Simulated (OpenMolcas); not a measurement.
**UHF/aug-pcseg-2 run of O2F (SMILES [O]OF)**

Aim: the vertical ionisation energy of O2F at UHF/aug-pcseg-2, from 2 runs. 

Program for the calculation: OpenMolcas 26.06.

## (1) The structure to begin with

The species is O2F (3 atoms), meant as a doublet with charge 0. As SMILES, `[O]OF`. The shape is that of a PBE0-D4/def2-TZVP optimisation.

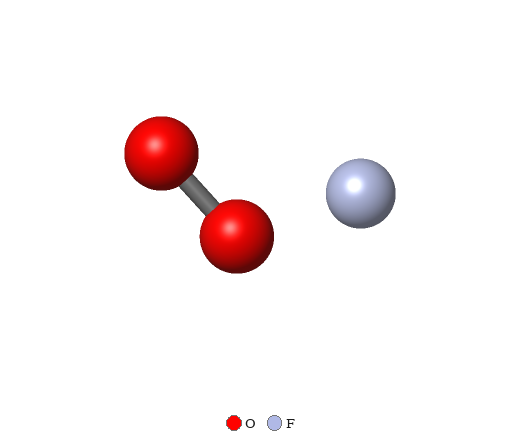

Viewed from a chosen angle; oxygen red, fluorine light blue.

## (2) The energy at UHF/aug-pcseg-2

File mol.xyz:

```xyz
3

O      0.933400    -0.295440     0.482240
O      0.133270     0.497870     0.127930
F     -1.066650    -0.202430    -0.610160
```

File job.input:

```
&GATEWAY
 BasLib
 $CurrDir
 Coord
 mol.xyz
 Basis
 aug-pcseg-2
 Group
 NoSym

&SEWARD

&SCF
 UHF
 Spin
 2
 PrOrbitals
 0
```

The basis set aug-pcseg-2 is read from a file made from the Basis Set Exchange's data (not shown).

On the command line:

```bash
$ export MOLCAS_MEM=1860
$ pymolcas job.input > job.log
```

The log of the run:

```text
--- Start Module: gateway ---
[...]
--- Stop Module: gateway /rc=_RC_ALL_IS_WELL_ ---
--- Start Module: seward ---
[...]
      Basis functions          138
--- Stop Module: seward /rc=_RC_ALL_IS_WELL_ ---
[...]
--- Start Module: scf ---
[...]
       Convergence after  38 Iterations
[...]
::    Total SCF energy                               -249.0271038198
[...]
      Total spin, S                                     0.7967610206
[...]
      Total electronic charge=   25.000000
      Total            charge=   -0.000000
[...]
      Dipole Moment (debye):
      Origin of the operator (angstrom)=   -0.0628   -0.0119   -0.0359
                   X=  4.0327E-01               Y=  2.4515E-01               Z=  2.4913E-01           Total=  5.3365E-01
      Quadrupole Moment (debye*angstrom):
[...]
--- Stop Module: scf /rc=_RC_ALL_IS_WELL_ ---
[...]
```

Run time: 64 s. Hardware: 1 thread of Arm Neoverse V2, shared host; peak memory 1.1 GiB.

## (3) The singlet cation at the same level

mol.xyz is that of step 2.

File job.input:

```
>>> EXPORT MOLCAS_PRINT=2

&GATEWAY
  BasLib=$CurrDir
  Coord=mol.xyz
  Basis=aug-pcseg-2
  Group=NoSym

&SEWARD

&SCF
  Charge=1
  PrOrbitals=0
```

The basis set aug-pcseg-2 is read from a file made from the Basis Set Exchange's data (not shown).

On the command line:

```bash
$ export MOLCAS_MEM=1860
$ pymolcas job.input > job.log
```

The log of the run:

```text
--- Start Module: gateway ---
[...]
--- Stop Module: gateway /rc=_RC_ALL_IS_WELL_ ---
--- Start Module: seward ---
[...]
      Basis functions          138
--- Stop Module: seward /rc=_RC_ALL_IS_WELL_ ---
[...]
--- Start Module: scf ---
[...]
       Convergence after  21 Iterations
[...]
::    Total SCF energy                               -248.5057071729
[...]
      Total spin, S                                     0.0000000000
[...]
      Total electronic charge=   24.000000
      Total            charge=    1.000000
[...]
      Dipole Moment (debye):
      Origin of the operator (angstrom)=   -0.0628   -0.0119   -0.0359
                   X=  1.5541E+00               Y=  1.9218E-01               Z=  8.7778E-01           Total=  1.7952E+00
      Center of Charge (angstrom)
[...]
--- Stop Module: scf /rc=_RC_ALL_IS_WELL_ ---
[...]
```

Wall time 36 s (1 thread of Arm Neoverse V2, shared host); peak memory 1.1 GiB.

## (4) What came out

At UHF/aug-pcseg-2:

| quantity | value |
| --- | --- |
| doublet O2F: total energy | -249.02710 Eh |
| doublet O2F: dipole moment | 0.53 D |
| doublet O2F: HOMO energy (highest over α and β) | -15.06 eV |
| doublet O2F: LUMO energy (lowest over α and β) | 1.91 eV |
| doublet O2F: ⟨S²⟩ | 1.432 |
| singlet cation: total energy | -248.50571 Eh |
| singlet cation: HOMO energy | -24.81 eV |
| singlet cation: LUMO energy | -10.36 eV |
| singlet cation: HOMO–LUMO gap | 14.44 eV |
| vertical ionisation energy (to the singlet cation) | 14.188 eV |

Removing an electron at fixed nuclei costs 14.19 eV (327 kcal/mol). Only the singlet of the ionised species was computed; a triplet could lie lower. ⟨S²⟩ (doublet O2F) is 1.43 where a pure doublet has 0.75: the reference is spin-contaminated. Mulliken charges (doublet O2F) run from -0.19 on F3 to +0.24 on O2; in a basis this large or diffuse they mean little. Mulliken charges (singlet cation) run from +0.03 on F3 to +0.57 on O2; in a basis this large or diffuse they mean little.
